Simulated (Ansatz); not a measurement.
# CH5GeSe: ladder of basis sets

How does the energy of CH5GeSe converge with the basis? The task is a ladder of basis sets, for CH5GeSe. SMILES: [CH3][GeH][SeH].

Computed with the Python package of Ansatz 0.2.0. The levels of theory stand in the script.

## Step 1: Starting point

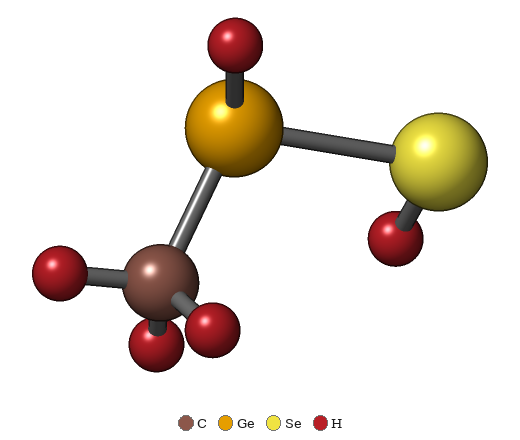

The starting structure, viewed from a chosen angle; carbon brown, germanium amber, selenium yellow, hydrogen red.

No structure file is read: the coordinates are typed or built in the script.

## Step 2: The script

Input file run_basis.py:

```python
"""Basis-set convergence for CH5GeSe."""

from dataclasses import dataclass

import ansatz as az


@dataclass(frozen=True)
class Options:
    functional: str = "pbe0"


opts = Options()

geometry = (
    az.Crystal.molecule()
    .atom("C", [-0.7154, 0.5446, -0.5547])
    .atom("Ge", [0.8838, -0.4284, -0.4173])
    .atom("Se", [1.1223, -1.1479, 1.795])
    .atom("H", [-0.6451, 1.4793, 0.1051])
    .atom("H", [-1.6182, -0.0615, -0.2968])
    .atom("H", [-0.8932, 0.9486, -1.6148])
    .atom("H", [2.1108, 0.4778, -0.8106])
    .atom("H", [-0.1529, -1.8696, 1.7383])
)

job = (
    geometry.calculation()
    .functional(opts.functional)
    .spin("collinear", total=1)
)

energies = {}
for basis in ["def2-SVP", "def2-SVPD", "def2-TZVP", "def2-TZVPP"]:
    summary = job.basis(gaussian=basis).run(threads=1, pin="off").report
    size = summary["n_frozen"] + summary["n_occupied"][0] + summary["n_virtual"][0]
    energies[basis] = (summary["reference_energy_ev"] / 27.211386246, summary["free_energy_ev"] / 27.211386246)
    print(f"{basis:14s} {size:4d} orbitals  reference {energies[basis][0]:14.6f} Ha  total {energies[basis][1]:14.6f} Ha")

last = energies["def2-TZVPP"][1]
for basis, (_, total) in energies.items():
    print(f"{basis:14s} lies {27.211386 * (total - last):9.4f} eV above def2-TZVPP")
```

## Step 3: Running it

Run with:

```sh
$ python run_basis.py
```

The log of the run:

```text
def2-SVP        103 orbitals  reference   -4518.476363 Ha  total   -4518.476363 Ha
def2-SVPD       139 orbitals  reference   -4518.482558 Ha  total   -4518.482558 Ha
def2-TZVP       157 orbitals  reference   -4519.075733 Ha  total   -4519.075733 Ha
def2-TZVPP      197 orbitals  reference   -4519.077455 Ha  total   -4519.077455 Ha
def2-SVP       lies   16.3565 eV above def2-TZVPP
def2-SVPD      lies   16.1880 eV above def2-TZVPP
def2-TZVP      lies    0.0469 eV above def2-TZVPP
def2-TZVPP     lies    0.0000 eV above def2-TZVPP
```

Wall time 41 s (1 thread of Arm Neoverse V2, shared host); peak memory 0.71 GiB.

## Step 4: The engine's runs

One row for each of the 4 runs:

| run | basis | energy (eV) | <S²> | SCF cycles | CPU time (s) |
| --- | --- | --- | --- | --- | --- |
| 1 | def2-SVP | -122954.0055 | 0.75 | 19 | 5.9 |
| 2 | def2-SVPD | -122954.1741 | 0.75 | 18 | 11 |
| 3 | def2-TZVP | -122970.3152 | 0.75 | 19 | 11 |
| 4 | def2-TZVPP | -122970.3621 | 0.75 | 19 | 14 |

## Step 5: Summary of results

| quantity | value |
| --- | --- |
| runs compared | 4 |
| change of the total from set to set | -0.169, -16.141, -0.047 eV |

What this shows: Against def2-SVP: def2-SVPD -6.2 mHa, def2-TZVP -599.4 mHa and def2-TZVPP -601.1 mHa. The last step alone is -1.72 mHa (these two sets differ little on atoms other than hydrogen). From the first set to the last the time grows from 5.9 to 13.9 s. The drop along the ladder measures the basis error, and is no property of the molecule. The geometry is a force-field or estimated start, not a minimum of this method, and the last set is no limit. Much of the fall in a total is atomic energy, which cancels in bond and reaction energies. The species is open-shell (spin multiplicity 2).
